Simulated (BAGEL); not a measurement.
# ROHF/def2-SVPD (density fitting with qzvpp-jkfit) run of CSF3 (SMILES FC(F)(F)[S])

Aim: the vertical doublet–quartet gap of CSF3 at ROHF/def2-SVPD (density fitting with qzvpp-jkfit), from 2 runs. 

The calculation is run with BAGEL 1.2.2.

5 further runs of the same task are left out: 3 that didn't finish, 2 set aside as unsound or not needed. Runs told in other sessions of the task aren't counted.

### 1 The structure to begin with

The species is CSF3 (5 atoms), meant as a doublet with charge 0. SMILES: `FC(F)(F)[S]`. The shape is that of a PBE0-D4/def2-TZVP optimisation.

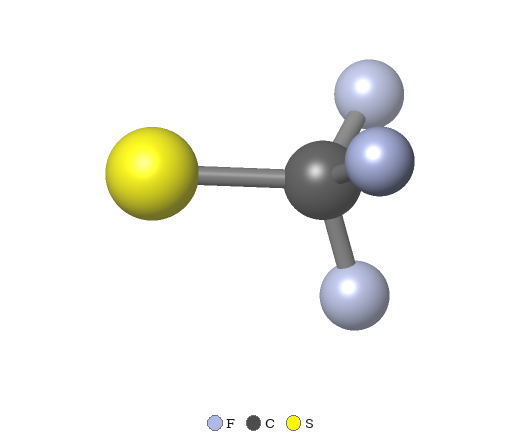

Viewed from a chosen angle; fluorine light blue, carbon dark grey, sulfur yellow.

### 2 A single-point energy at ROHF/def2-SVPD (density fitting with qzvpp-jkfit)

Input file input.json:

```json
{ "bagel" : [

{
  "title" : "molecule",
  "basis" : "def2-svpd.json",
  "df_basis" : "qzvpp-jkfit",
  "angstrom" : true,
  "geometry" : [
    { "atom" : "F", "xyz" : [    0.248000,    0.105000,    1.332100 ] },
    { "atom" : "C", "xyz" : [    0.016900,   -0.077100,    0.034200 ] },
    { "atom" : "F", "xyz" : [   -1.219000,   -0.558300,   -0.109200 ] },
    { "atom" : "F", "xyz" : [    0.877600,   -0.998800,   -0.391000 ] },
    { "atom" : "S", "xyz" : [    0.126400,    1.455500,   -0.907500 ] }
  ]
},
{ "title" : "rohf", "nopen" : 1 },
{ "title" : "print", "file" : "orbitals.molden", "orbitals" : true }

]}
```

The basis set def2-SVPD is read from a file made from the Basis Set Exchange's data (not shown).

Run with:

```sh
$ BAGEL_NUM_THREADS=1 BAGEL input.json > input.out
```

The log of the run:

```text
* using 1 threads per process

  ===============================================================
  ===============================================================

  *** Geometry ***

  { "atom" : "F", "xyz" : [      0.468652,      0.198421,      2.517304 ] },
  { "atom" : "C", "xyz" : [      0.031936,     -0.145698,      0.064629 ] },
  { "atom" : "F", "xyz" : [     -2.303576,     -1.055034,     -0.206358 ] },
  { "atom" : "F", "xyz" : [      1.658424,     -1.887458,     -0.738883 ] },
  { "atom" : "S", "xyz" : [      0.238861,      2.750496,     -1.714926 ] },

  Number of auxiliary basis functions:      434

  Since a DF basis is specified, we compute 2- and 3-index integrals:
    o Being stored without compression. Storage requirement is 0.047 GB

  Number of basis functions:      116
  Number of electrons      :       49

    * METHOD: MOLECULE                             0.23

  *** Open-shell HF ***

  === Nuclear Repulsion ===
   240.3403565604

      * DIIS with orbital gradients will be used.

  === ROHF iteration (def2-svpd.json) ===
      0       -732.92146571          0.04417545           0.21
      1       -733.16297299          0.03192875           0.22
      2       -733.25203563          0.01903115           0.21
      3       -733.30632678          0.00109573           0.20
      4       -733.30672066          0.00034706           0.21
      5       -733.30675983          0.00007562           0.21
      6       -733.30676267          0.00001506           0.21
      7       -733.30676290          0.00000627           0.21
      8       -733.30676292          0.00000270           0.21
      9       -733.30676293          0.00000149           0.22
     10       -733.30676293          0.00000092           0.22
     11       -733.30676293          0.00000040           0.24
     12       -733.30676294          0.00000016           0.22
     13       -733.30676294          0.00000007           0.23
     14       -733.30676294          0.00000003           0.22
     15       -733.30676294          0.00000001           0.22
     16       -733.30676294          0.00000001           0.22
    * SCF iteration converged.

    * S^2 (ROHF) is 0.7500

    * Permanent dipole moment:
           (   -0.052256,    -0.395827,     0.234411) a.u.

    * METHOD: ROHF                                 3.87

    * METHOD: PRINT                                0.04

  ===============================================================
```

Run time: 4.5 s. Hardware: 1 thread of Arm Neoverse V1, shared host; peak memory 0.14 GiB.

### 3 The quartet at the same level

Input file hf.json:

```json
{ "bagel" : [

{
  "title" : "molecule",
  "basis" : "def2-svpd.json",
  "df_basis" : "qzvpp-jkfit",
  "angstrom" : true,
  "geometry" : [
    { "atom" : "F", "xyz" : [    0.248000,    0.105000,    1.332100 ] },
    { "atom" : "C", "xyz" : [    0.016900,   -0.077100,    0.034200 ] },
    { "atom" : "F", "xyz" : [   -1.219000,   -0.558300,   -0.109200 ] },
    { "atom" : "F", "xyz" : [    0.877600,   -0.998800,   -0.391000 ] },
    { "atom" : "S", "xyz" : [    0.126400,    1.455500,   -0.907500 ] }
  ]
},
{
  "title" : "rohf",
  "nopen" : 3
},
{
  "title" : "print",
  "file" : "orbitals.molden",
  "orbitals" : true
}

]}
```

The basis set def2-SVPD is read from a file made from the Basis Set Exchange's data (not shown).

Run with:

```sh
$ BAGEL_NUM_THREADS=1 BAGEL hf.json > hf.out
```

The log of the run:

```text
* using 1 threads per process

  ===============================================================
  ===============================================================

  *** Geometry ***

  { "atom" : "F", "xyz" : [      0.468652,      0.198421,      2.517304 ] },
  { "atom" : "C", "xyz" : [      0.031936,     -0.145698,      0.064629 ] },
  { "atom" : "F", "xyz" : [     -2.303576,     -1.055034,     -0.206358 ] },
  { "atom" : "F", "xyz" : [      1.658424,     -1.887458,     -0.738883 ] },
  { "atom" : "S", "xyz" : [      0.238861,      2.750496,     -1.714926 ] },

  Number of auxiliary basis functions:      434

  Since a DF basis is specified, we compute 2- and 3-index integrals:
    o Being stored without compression. Storage requirement is 0.047 GB

  Number of basis functions:      116
  Number of electrons      :       49

    * METHOD: MOLECULE                             0.24

  *** Open-shell HF ***

  === Nuclear Repulsion ===
   240.3403565604

      * DIIS with orbital gradients will be used.

  === ROHF iteration (def2-svpd.json) ===
      0       -732.58160956          0.04450945           0.23
      1       -732.90229316          0.03624316           0.23
      2       -733.04132086          0.02056980           0.23
      3       -733.11356851          0.00203278           0.23
      4       -733.11634431          0.00078104           0.23
      5       -733.11701804          0.00020924           0.22
      6       -733.11714158          0.00008087           0.21
      7       -733.11717097          0.00003997           0.21
      8       -733.11717849          0.00001897           0.21
      9       -733.11717949          0.00000520           0.22
     10       -733.11717814          0.00000206           0.22
     11       -733.11717799          0.00000093           0.23
     12       -733.11717800          0.00000052           0.22
     13       -733.11717802          0.00000028           0.22
     14       -733.11717803          0.00000017           0.22
     15       -733.11717803          0.00000009           0.22
     16       -733.11717802          0.00000003           0.22
     17       -733.11717802          0.00000002           0.22
     18       -733.11717802          0.00000001           0.23
    * SCF iteration converged.

    * S^2 (ROHF) is 3.7500

    * Permanent dipole moment:
           (   -0.050853,    -0.363997,     0.214540) a.u.

    * METHOD: ROHF                                 4.44

    * METHOD: PRINT                                0.04

  ===============================================================
```

Wall time 5.1 s (1 thread of Arm Neoverse V1, shared host); peak memory 0.14 GiB.

### 4 Results

At ROHF/def2-SVPD (density fitting with qzvpp-jkfit):

| quantity | value |
| --- | --- |
| doublet: total energy | -733.30676 Eh |
| doublet: dipole moment | 1.18 D |
| doublet: ⟨S²⟩ | 0.750 |
| quartet: total energy | -733.11718 Eh |
| quartet: dipole moment | 1.08 D |
| quartet: ⟨S²⟩ | 3.750 |
| vertical energy of the quartet above the doublet | 5.159 eV |

In words: At this shape the quartet lies 5.16 eV (119 kcal/mol) above the doublet.
